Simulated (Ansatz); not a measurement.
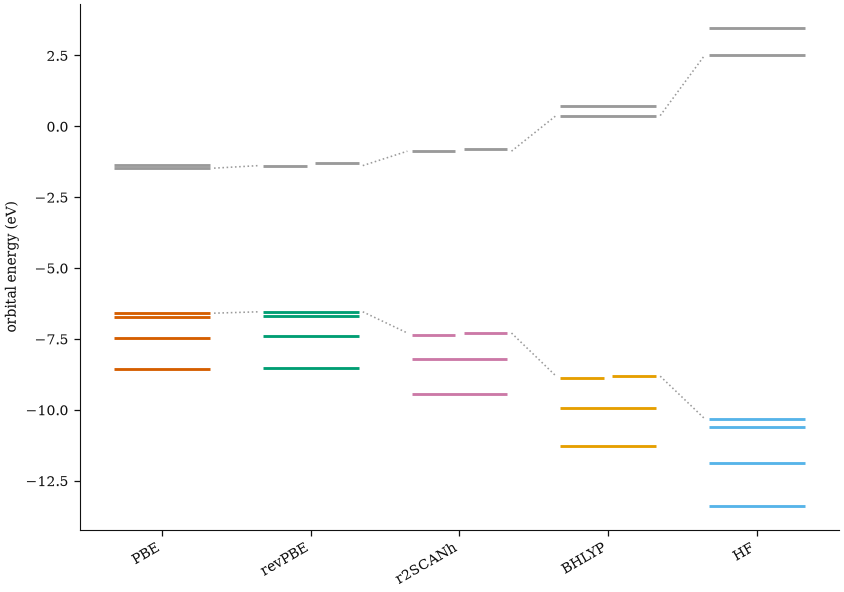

Frontier orbital energies of C₂H₃ClSi, SMILES ClC1=C[SiH2]1 at one geometry, def2-TZVPP, the Ansatz code 0.2.0, at a PBE0-D4/def2-TZVP geometry (a minimum by its frequencies). Empty levels are grey, levels within 0.1 eV stand side by side; all columns show the same few orbitals around the gap. Dotted lines join the HOMOs and the LUMOs.

**Compare the HOMO-LUMO separations.**

The separation grows from 5.12 eV (PBE) to 12.84 eV (HF).

| level | HOMO (eV) | LUMO (eV) | separation (eV) |
| --- | --- | --- | --- |
| PBE | −6.59 | −1.48 | 5.12 |
| revPBE | −6.54 | −1.39 | 5.16 |
| r2SCANh | −7.29 | −0.88 | 6.41 |
| BHLYP | −8.81 | 0.38 | 9.19 |
| HF | −10.32 | 2.52 | 12.84 |

Caveats, for all or some of the runs: empty levels above zero depend strongly on the basis.
